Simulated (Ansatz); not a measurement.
# B3LYP/cc-pVDZ run of CH3BClFO (methoxychlorofluoroborane)

What is the vertical ionisation energy of CH3BClFO (methoxychlorofluoroborane) at B3LYP/cc-pVDZ? 

The results are computed with Ansatz 0.2.0.

134 further runs of the same task are left out: 134 set aside as unsound or not needed. Runs told in other sessions of the task aren't counted.

### 1 Starting point

The species is CH3BClFO (8 atoms), meant as a singlet with charge 0. As SMILES, `COB(F)Cl`. The shape is that of a PBE0-D4/def2-TZVP optimisation. This is one conformer, not always the lowest.

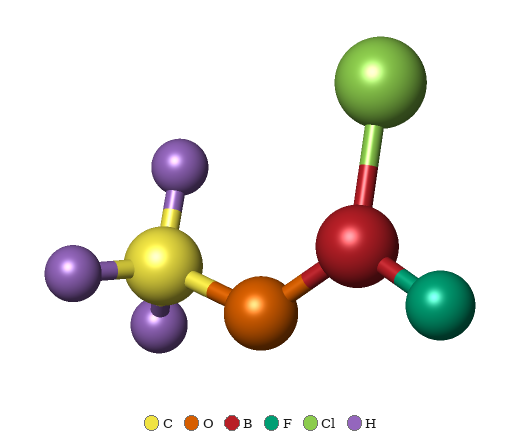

Viewed from a chosen angle; carbon yellow, oxygen orange, boron red, fluorine teal, chlorine green, hydrogen purple.

### 2 A single-point energy at B3LYP/cc-pVDZ

File run.yaml:

```yaml
crystal:
  periodic: [false, false, false]
  atoms:
    - symbol: C
      position_ang: [0.662000, -0.415400, 0.804600]
    - symbol: O
      position_ang: [-0.122300, -0.654500, -0.347500]
    - symbol: B
      position_ang: [-0.782400, 0.264900, -1.051400]
    - symbol: F
      position_ang: [-1.466600, -0.129900, -2.108800]
    - symbol: Cl
      position_ang: [-0.801800, 1.985600, -0.658500]
    - symbol: H
      position_ang: [1.700600, -0.658800, 0.576000]
    - symbol: H
      position_ang: [0.308900, -1.072800, 1.599700]
    - symbol: H
      position_ang: [0.593700, 0.623700, 1.130000]
basis:
  gaussian:
    orbitals: cc-pVDZ
output:
  orbitals: {seedname: orbitals}
hamiltonian:
  xc: {name: B3LYP}
total_charge: 0
accuracy: high
```

Started as:

```console
ansatz run run.yaml --threads 1 --pin off --max-ram 3480MiB --events-out events.jsonl --progress --plain --runs-dir runs
```

Log:

```text
Warning: RAYON_NUM_THREADS=1 ignored (pool sized by the plan → 1); use --threads N
Functional definition: B3LYP
  name "B3LYP"
  parameter a0 = 0.2
  parameter ax = 0.72
  parameter ac = 0.81
  exchange = (1 - a0 - ax)*slater_x + ax*b88_x + a0*exact_x
  correlation = (1 - ac)*vwn_rpa_c + ac*lyp_c
2055 factors; integrals over basis functions are off by at most 3.5e-9 eV
mean field evaluation 1: about -19049.0455 eV, gradient 4.8e1 eV
mean field evaluation 2: about -19043.8467 eV, gradient 7.3e1 eV
mean field evaluation 4: about -19053.3450 eV, gradient 2.9e0 eV
mean field evaluation 8: about -19053.5421 eV, gradient 3.8e-1 eV
mean field evaluation 16: about -19053.5424 eV, gradient 3.0e-5 eV
mean field -19053.54241301 eV, -700.2047687232 hartree, gradient 1.2e-8 eV, S^2 0.000000; 0 other end points of the search recorded, 0 dependent functions left out
reference -19053.54245078 eV, -700.2047701114 hartree; 24, 24 occupied and 65, 65 virtual orbitals, 2055 factors
Total energy: -19053.54245078 eV, -700.2047701114 hartree
```

Wall time 6.9 s (1 thread of Arm Neoverse V2, shared host); peak memory 0.31 GiB.

### 3 The doublet cation

File job.yaml:

```yaml
crystal:
  periodic: [false, false, false]
  atoms:
    - {symbol: C, position_ang: [0.662000, -0.415400, 0.804600]}
    - {symbol: O, position_ang: [-0.122300, -0.654500, -0.347500]}
    - {symbol: B, position_ang: [-0.782400, 0.264900, -1.051400]}
    - {symbol: F, position_ang: [-1.466600, -0.129900, -2.108800]}
    - {symbol: Cl, position_ang: [-0.801800, 1.985600, -0.658500]}
    - {symbol: H, position_ang: [1.700600, -0.658800, 0.576000]}
    - {symbol: H, position_ang: [0.308900, -1.072800, 1.599700]}
    - {symbol: H, position_ang: [0.593700, 0.623700, 1.130000]}
basis:
  gaussian:
    orbitals: cc-pVDZ
total_charge: 1
magnetization:
  spin_polarized: true
  initial_magnetization: 1
output: {orbitals: {seedname: orbitals}}
hamiltonian:
  xc: {name: B3LYP}
accuracy: high
```

Started as:

```console
ansatz run job.yaml --threads 1 --pin off --max-ram 3480MiB --events-out events.jsonl --progress --plain --runs-dir runs
```

Log:

```text
Warning: RAYON_NUM_THREADS=1 ignored (pool sized by the plan → 1); use --threads N
Functional definition: B3LYP
  name "B3LYP"
  parameter a0 = 0.2
  parameter ax = 0.72
  parameter ac = 0.81
  exchange = (1 - a0 - ax)*slater_x + ax*b88_x + a0*exact_x
  correlation = (1 - ac)*vwn_rpa_c + ac*lyp_c
2054 factors; integrals over basis functions are off by at most 3.5e-9 eV
mean field evaluation 1: about -19028.4448 eV, gradient 5.8e1 eV
mean field evaluation 2: about -18976.4945 eV, gradient 1.2e2 eV
mean field evaluation 4: about -19037.4147 eV, gradient 3.0e1 eV
mean field evaluation 8: about -19041.8688 eV, gradient 2.8e0 eV
mean field evaluation 16: about -19042.1586 eV, gradient 1.8e-1 eV
mean field evaluation 32: about -19042.1656 eV, gradient 4.8e-3 eV
mean field evaluation 64: about -19042.1071 eV, gradient 7.1e-1 eV
mean field -19042.16556598 eV, -699.7866773064 hartree, gradient 6.1e-8 eV, S^2 0.759027; 5 other end points of the search recorded, 0 dependent functions left out
reference -19042.16560314 eV, -699.7866786719 hartree; 24, 23 occupied and 65, 66 virtual orbitals, 2054 factors
Total energy: -19042.16560314 eV, -699.7866786719 hartree
```

Wall time 29 s (1 thread of Arm Neoverse V2, shared host); peak memory 0.45 GiB.

### 4 Results

Level: B3LYP/cc-pVDZ.

| quantity | value |
| --- | --- |
| singlet CH3BClFO: total energy | -700.20477 Eh |
| singlet CH3BClFO: HOMO energy | -8.82 eV |
| singlet CH3BClFO: LUMO energy | 0.66 eV |
| singlet CH3BClFO: HOMO–LUMO gap | 9.48 eV |
| doublet cation: total energy | -699.78668 Eh |
| doublet cation: HOMO energy (highest over α and β) | -15.56 eV |
| doublet cation: LUMO energy (lowest over α and β) | -13.94 eV |
| doublet cation: ⟨S²⟩ | 0.759 |
| vertical ionisation energy (to the doublet cation) | 11.377 eV |

The vertical ionisation energy comes to 11.38 eV (1098 kJ/mol). The negative HOMO energy of the first species, 8.82 eV, lies 2.56 eV below that difference.
